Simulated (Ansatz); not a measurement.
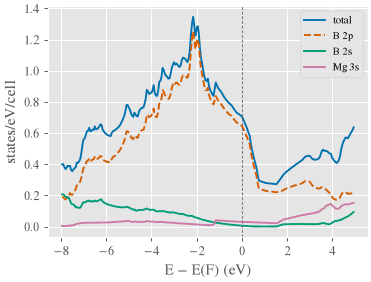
Fig. 1. Total and projected density of states of MgB₂ in space group P6/mmm (No. 191; Mg on 1a, B on 2d), PBE (plane waves, PAW; program Ansatz)

Which orbitals carry the states next to the Fermi level?

Within 0.5 eV of the Fermi level: B 2p 91 %. Projections are on Löwdin-orthogonalised atomic valence shells; empty p or d shells of many metals are not among them.

Where is the tallest occupied peak in this window, and what makes it?

Near -2.1 eV, about 1.3 states/eV per cell; the largest projected share is B 2p.

The cell was relaxed with PBE under the symmetry of its start.

Potentials: the later of the program's two PAW sets.
